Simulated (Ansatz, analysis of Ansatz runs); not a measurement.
# AlBO3 (R-3c), nudged elastic band: Li_i hop between interstitial places (q = +1), part 4 of 4

How high is the barrier when Li changes place in AlBO3 (R-3c)? The case: Li_i hop between interstitial places, charge +1, in a cell of 80 host atoms with 1 Li put in.

Ansatz 0.2.0; plane-wave PAW DFT, PBEsol; nudged elastic band between two relaxed defect structures at fixed charge in a uniform background.

So far: Set-up; Relaxation of the start point, charge +1; Relaxation of the end point, charge +1; Nudged elastic band, charge +1.

## (4) Nudged elastic band, charge +1 (continued)

The path, image by image:

| image | path (Å) | energy (eV) | Li81: x, y, z (Å) |
| --- | --- | --- | --- |
| 0 | 0.000 | 0.0000 | 0.003, 0.002, 8.870 |
| 1 | 0.696 | 0.5989 | -0.331, 0.494, 8.773 |
| 2 | 1.393 | 1.2059 | -0.586, 1.016, 8.547 |
| 3 | 2.089 | 1.8102 | -0.602, 1.318, 8.007 |
| 4 | 2.774 | 1.1870 | -0.589, 1.592, 7.465 |
| 5 | 3.459 | 0.5776 | -0.328, 2.106, 7.246 |
| 6 | 4.144 | -0.0001 | 0.003, 2.584, 7.150 |

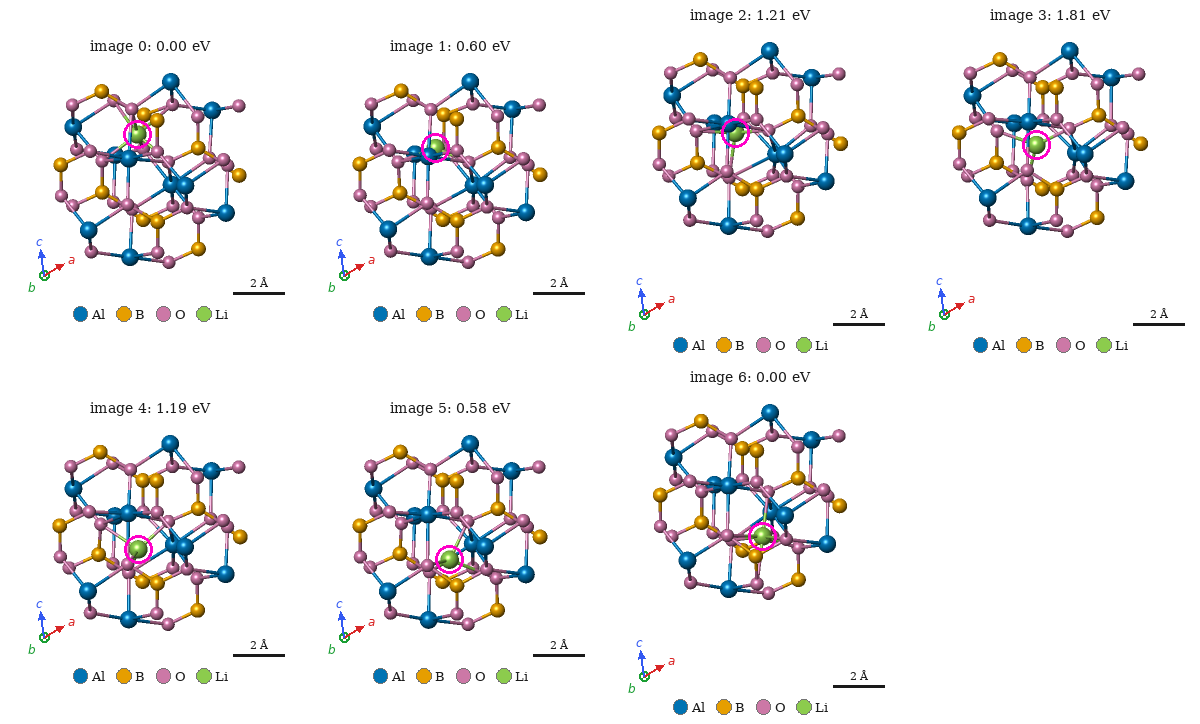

Images along the path; Li81 is ringed.

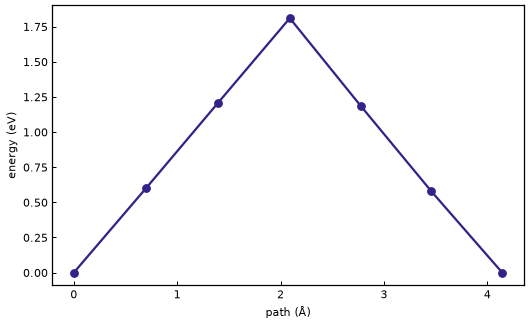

Energy along the path.

This step gave:

- free energy: -38065.8619 eV
- barrier forward: 1.810 eV
- barrier backward: 1.810 eV
- end less start: -5.71e-5 eV
- hop length: 3.103 Å

Track of the atom that was set to move:

| image | x (Å) | y (Å) | z (Å) | nearest neighbour | distance (Å) |
| --- | --- | --- | --- | --- | --- |
| 0 | 0.003 | 0.002 | 8.87 | O | 1.777 |
| 1 | -0.331 | 0.494 | 8.773 | O | 1.651 |
| 2 | -0.586 | 1.016 | 8.547 | O | 1.618 |
| 3 | -0.602 | 1.318 | 8.007 | O | 1.571 |
| 4 | -0.589 | 1.592 | 7.465 | O | 1.615 |
| 5 | -0.328 | 2.106 | 7.246 | O | 1.653 |
| 6 | 0.003 | 2.584 | 7.15 | O | 1.777 |

The band met its tolerance of 0.04 eV/Å after 10 iterations, with image 3 on top (the start counts as 0). Li81, which moves farthest between the ends, has 6 O at 1.78 to 2.03 Å and 1 B at 1.80 Å nearest at the start and 3 O at 1.57 to 1.65 Å at the top.

## (5) Single point at the start point, PBEsol, denser k-mesh

Three single points on a mesh of more k-points (start, top, end) test the sampling. The start is shown; top and end are run alike.

This step: plane-wave PAW DFT, PBEsol; single point of a defect supercell on a structure of the PBEsol path.

Input file qp1.start.mesh/input.yaml:

```yaml
crystal:
  lattice:
    - [4.47530425, 2.58381811, 9.15826506]
    - [-4.47530425, 2.58381811, 9.15826506]
    - [0.0, -5.16763623, 9.15826506]
  atoms:
    - { symbol: Al, position: [0.00012371, -0.00048768, -0.00050031] }
    - { symbol: Al, position: [0.24228463, 0.24166063, 0.24168005] }
[... 2 atom lines left out ...]
    - { symbol: O, position: [0.12470147, 0.46824275, 0.27937084] }
    - { symbol: O, position: [0.46885191, 0.27938032, 0.12407211] }
    - { symbol: O, position: [0.21947411, 0.37506999, 0.02561006] }
[... 2 atom lines left out ...]
    - { symbol: O, position: [0.27999939, 0.12408412, 0.46822006] }
[... 3 atom lines left out ...]
    - { symbol: B, position: [0.37597852, 0.37480166, 0.87214216] }
[... 8 atom lines left out ...]
    - { symbol: B, position: [0.12529609, 0.62472681, 0.12383281] }
[... 4 atom lines left out ...]
    - { symbol: O, position: [0.37770975, 0.53034687, 0.22499699] }
[... 11 atom lines left out ...]
    - { symbol: O, position: [0.28092601, 0.62372016, 0.97139474] }
[... 2 atom lines left out ...]
    - { symbol: B, position: [0.6253407, 0.12383912, 0.12467958] }
[... 17 atom lines left out ...]
    - { symbol: Al, position: [0.50468405, 0.50300491, -0.00626379] }
[... 19 atom lines left out ...]
    - { symbol: Li, position: [0.32326203, 0.32264357, 0.32262209] }
total_charge: 1
basis:
  ecutwfc: 420
  xc_grid: 2
hamiltonian:
  xc: pbesol
kpoints:
  mp_grid: { grid: [2, 2, 2], shift: [0.5, 0.5, 0.5] }
scf:
  occupations: { method: fixed }
  max_iter: 100
output:
  forces: true
  eigenvalues: true
checkpoint:
  write: "../qp1.start.mesh.run"
  compress: false
  write_wavefunctions: false
  write_every: 100000
```

Run with:

```bash
> ansatz run input.yaml --threads 4 --pin off --max-ram 14131MiB --backend cpu --events-out ev --progress --plain --runs-dir out
```

Numbers of over 12 decimals in the logs are rounded to 6 here.

What it wrote:

```text
[...]
Crystal: 81 atoms, lattice volume = 635.403 Å³
Basis set: ecut = 420 eV, 12439 PW (Γ), exchange–correlation on 144×144×144 points (8 copies of the dense FFT grid, shifted against one another)
Bands: 274, of which v1, the nominal top of the filled ones, is band 193 counted from 1 (192 counted from 0)
Symmetry: 1 space group operations
[...]
k-points: 4 of 8 (time reversal used)
[...]
SCF iter   1: F=—  HF=-38068.315296 eV  |F-HF|=—  |Δ(HF+E_count)|=         —  Δρ=9.57e-3  dr2=4.41e-1  ethr=1.77e-3  ⟨swp⟩=5.0  Hψ=3735  notcnv=0  defer=309
[...]
SCF iter   8: F=-38068.193568 eV  HF=-38068.193568 eV  |F-HF|=1.93e-8  |Δ(HF+E_count)|=   2.10e-8  Δρ=2.47e-6  dr2=2.75e-8  ethr=2.59e-11  ⟨swp⟩=14.0  Hψ=4565  notcnv=0
SCF 1 converged in 8 iterations: F = -38068.193568 eV  dr2 = 2.75e-8
[...]
SCF converged after 8 iterations
Free energy (F): -38068.193568 eV
[...]
Internal energy: -38068.193568 eV  (E = F + TS)
E sigma→0 (E₀):  -38068.193568 eV
Fermi energy:    7.229644 eV
[...]
--- Forces (eV/Å), atoms counted from 1 ---
  atom   1  Al    -0.00051288    -0.00065552    -0.00362939
  atom   2  Al    -0.00126883     0.00152446     0.00685488
  [... 2 atoms left out ...]
  atom   5  O     -0.01771738     0.02213705    -0.00301588
  atom   6  O      0.02874674     0.00380782    -0.00245655
  atom   7  O      0.01093365     0.02461916     0.00067211
  [... 15 atoms left out ...]
  atom  23  B      0.00660655     0.00111778     0.00112935
  [... 4 atoms left out ...]
  atom  28  O      0.02447218    -0.01685070    -0.00923596
  [... 11 atoms left out ...]
  atom  40  O     -0.01498917    -0.02530048     0.00100840
  [... 2 atoms left out ...]
  atom  43  B     -0.00484434    -0.00488644     0.00071486
  [... 17 atoms left out ...]
  atom  61  Al     0.00271796    -0.00703297    -0.00559373
  [... 19 atoms left out ...]
  atom  81  Li     0.00034599     0.00001392     0.02371756
  max |Σ_I F_I| component: 9.01e-6 eV/Å
--- Band table (eV) ---
[...]
[... further k-points left out ...]
```

Run time: 28 s. Hardware: 4 threads of Arm Neoverse V2, shared host; peak memory 3.3 GiB.

Read from the output:

```
free energy : -38068.1936 eV
```

## (6) Barrier from single points, PBEsol, denser k-mesh

Analysis of the runs above: barrier from PBEsol single points on the PBEsol path.

It gives:

| Item | Value |
| --- | --- |
| barrier forward | 1.805 eV |
| barrier backward | 1.805 eV |
| end less start | -3.93e-5 eV |

This gives 1.805 eV against the band's 1.810 eV (backward 1.805 against 1.810 eV). This mesh holds only the band's own point and its sign variants, so it tests the average over those and no finer sampling.

## (7) Single point at the start point, r2SCAN

Three single points with a meta-GGA, at its higher cutoff of 500 eV, show what it does to the barrier on the path found. The start is shown; top and end are run alike.

This step: plane-wave PAW DFT, r2SCAN; single point of a defect supercell on a structure of the PBEsol path.

qp1.start.r2scan/input.yaml, as its differences from qp1.start.mesh/input.yaml of step 5:

```diff
@@ -30,8 +30,8 @@
 basis:
-  ecutwfc: 420
+  ecutwfc: 500
   xc_grid: 2
 hamiltonian:
-  xc: pbesol
+  xc: r2scan
 kpoints:
-  mp_grid: { grid: [2, 2, 2], shift: [0.5, 0.5, 0.5] }
+  mp_grid: { grid: [1, 1, 1], shift: [0.25, 0.25, 0.25] }
 scf:
@@ -43,3 +43,3 @@
 checkpoint:
-  write: "../qp1.start.mesh.run"
+  write: "../qp1.start.r2scan.run"
   compress: false
```

What it wrote:

```text
[...]
Crystal: 81 atoms, lattice volume = 635.403 Å³
Basis set: ecut = 500 eV, 16041 PW (Γ), exchange–correlation on 160×160×160 points (8 copies of the dense FFT grid, shifted against one another)
Bands: 274, of which v1, the nominal top of the filled ones, is band 193 counted from 1 (192 counted from 0)
Symmetry: 1 space group operations
[...]
k-points: 1
[...]
SCF iter   1: F=—  HF=-38766.158019 eV  |F-HF|=—  |Δ(HF+E_count)|=         —  Δρ=1.50e-2  dr2=1.35e0  dr2_τ=7.96e0  ethr=1.77e-3  ⟨swp⟩=5.0  Hψ=998  notcnv=0  defer=78
[...]
SCF iter   8: F=-38768.966533 eV  HF=-38768.966533 eV  |F-HF|=3.87e-8  |Δ(HF+E_count)|=   1.10e-7  Δρ=3.53e-6  dr2=5.22e-8  dr2_τ=8.86e-9  ethr=2.59e-11  ⟨swp⟩=14.0  Hψ=1100  notcnv=0
SCF 1 converged in 8 iterations: F = -38768.966533 eV  dr2 = 5.22e-8
[...]
SCF converged after 8 iterations
Free energy (F): -38768.966533 eV
[...]
Internal energy: -38768.966533 eV  (E = F + TS)
E sigma→0 (E₀):  -38768.966533 eV
Fermi energy:    6.914460 eV
[...]
--- Forces (eV/Å), atoms counted from 1 ---
  atom   1  Al    -0.00055057    -0.00066498    -0.00280836
  atom   2  Al    -0.00127654     0.00158332    -0.03620126
  [... 2 atoms left out ...]
  atom   5  O     -0.04457901     0.13794928     0.03843425
  atom   6  O      0.14240617    -0.03098016     0.03906007
  atom   7  O      0.09745520     0.08104483     0.02594692
  [... 15 atoms left out ...]
  atom  23  B     -0.01945023     0.01223950    -0.00184037
  [... 4 atoms left out ...]
  atom  28  O      0.08249384    -0.16613967     0.07682998
  [... 11 atoms left out ...]
  atom  40  O     -0.07801533    -0.14847807     0.00499236
  [... 2 atoms left out ...]
  atom  43  B      0.01786586     0.01218447    -0.00232499
  [... 17 atoms left out ...]
  atom  61  Al     0.01188113     0.03217512    -0.01639712
  [... 19 atoms left out ...]
  atom  81  Li     0.00037217     0.00004259     0.00117627
  max |Σ_I F_I| component: 2.98e-4 eV/Å
--- Band table (eV) ---
[...]
```

Run time: 15 s. Hardware: 4 threads; peak memory 1.8 GiB.

This step gave:

* free energy: -38768.9665 eV

## (8) Barrier from single points, r2SCAN

Analysis of the runs above: barrier from r2SCAN single points on the PBEsol path.

It gives:

```yaml
barrier_forward: 1.787 eV
barrier_backward: 1.787 eV
end_less_start: -2.49e-4 eV
```

This gives 1.787 eV against the band's 1.810 eV.

## (9) Single point at the start point, HSE06

A whole band with exact exchange would cost too much, so three single points on the path found stand in. The start is shown; top and end are run alike.

This step: plane-wave PAW DFT, HSE06; single point of a defect supercell on a structure of the PBEsol path.

qp1.start.hse06/input.yaml, as its differences from qp1.start.r2scan/input.yaml of step 7:

```diff
@@ -30,6 +30,6 @@
 basis:
-  ecutwfc: 500
+  ecutwfc: 420
   xc_grid: 2
 hamiltonian:
-  xc: r2scan
+  xc: hse06
 kpoints:
@@ -43,3 +43,3 @@
 checkpoint:
-  write: "../qp1.start.r2scan.run"
+  write: "../qp1.start.hse06.run"
   compress: false
```

What it wrote:

```text
[...]
Warning: kpoints.mp_grid.shift: disabling space-group detection — at a shift other than 0 and half a step a hybrid functional's run that is held to the crystal's symmetry can end above its lowest state, and by default nothing tells of it, so the full k-mesh [...]
exact exchange: scf.exx.singularity resolves to wigner_seitz, which cuts the screened interaction at the faces of the exchange supercell's Wigner-Seitz cell, so that each pair interacts once, at the shortest of its separations (the periodic images that this [...]
[...]
davidson cushion auto → on  (no smearing: the cushion is to keep the highest requested band from converging to the state above it; pin scf.eigensolver.cushion to override)
Crystal: 81 atoms, lattice volume = 635.403 Å³
Basis set: ecut = 420 eV, 12439 PW (Γ), exchange–correlation on 144×144×144 points (8 copies of the dense FFT grid, shifted against one another)
[...]
Free energy (F): -38645.949545 eV
[...]
Internal energy: -38645.949545 eV  (E = F + TS)
E sigma→0 (E₀):  -38645.949545 eV
Fermi energy:    5.986242 eV
[...]
--- Forces (eV/Å), atoms counted from 1 ---
  atom   1  Al    -0.00055595    -0.00066494    -0.00042962
  atom   2  Al    -0.00125020     0.00157194    -0.06008001
  [... 2 atoms left out ...]
  atom   5  O     -0.10938352     0.25658529     0.04319190
  atom   6  O      0.27762191    -0.03416281     0.04380560
  atom   7  O      0.17165269     0.18863838     0.03551587
  [... 15 atoms left out ...]
  atom  23  B     -0.01509276     0.01122384    -0.00095433
  [... 4 atoms left out ...]
  atom  28  O      0.15619849    -0.30391144     0.12319352
  [... 11 atoms left out ...]
  atom  40  O     -0.14459238    -0.26990075     0.00914743
  [... 2 atoms left out ...]
  atom  43  B      0.01472848     0.00888879    -0.00145031
  [... 17 atoms left out ...]
  atom  61  Al     0.01524988     0.04980069    -0.01680750
  [... 19 atoms left out ...]
  atom  81  Li     0.00037052     0.00003089    -0.00958570
  max |Σ_I F_I| component: 1.15e-4 eV/Å
--- Band table (eV) ---
[...]
```

The job ended after 2.8 min (4 threads; peak memory 2.2 GiB).

Numbers from this step:

```
free energy : -38645.9495 eV
```

## (10) Barrier from single points, HSE06

Analysis of the runs above: barrier from HSE06 single points on the PBEsol path.

It gives:

- barrier forward: 1.739 eV
- barrier backward: 1.739 eV
- end less start: -5.74e-5 eV

This gives 1.739 eV against the band's 1.810 eV.

## (11) Outcome

* barrier forward: 1.81 eV
* barrier backward: 1.81 eV
* end less start: 0.00 eV
* hop length: 3.10 Å
* band iterations, as the log counts them: 10
* barrier from single points, PBEsol, denser k-mesh: 1.80 eV
* barrier from single points, r2SCAN: 1.79 eV
* barrier from single points, HSE06: 1.74 eV

The top of the band lies 1.81 eV above the start and 1.81 eV above the end, which are alike in energy and neighbours. With an assumed prefactor of 1e13 per second it gives one hop a second along this one path at about 700 K; whether such hops link up through the crystal wasn't checked. At the top Li81 stands 1.57 Å from its nearest O, 0.21 Å closer than at the start. Across functionals on this path (PBEsol 1.810, r2SCAN 1.787 and HSE06 1.739 eV) the forward values spread by 0.071 eV. The order of the top as a saddle was not checked for all atoms, so a bent path could be lower. No image-charge correction is applied; it largely cancels along a path if the charge stays localised alike. What this leaves open: one k-point off the zone centre stands for the whole zone; periodic copies of the defect are only 9.0 Å apart.

[Logs are printed without paths, hosts, clocks, repeated set-up lines and the standing remarks that a program may print on its own settings, such as how far it seeks lower states.]

[Hosts, paths, dates, database ids (printed as entryN), source tags and the programs' standing remarks are cut or masked in the printed files.]
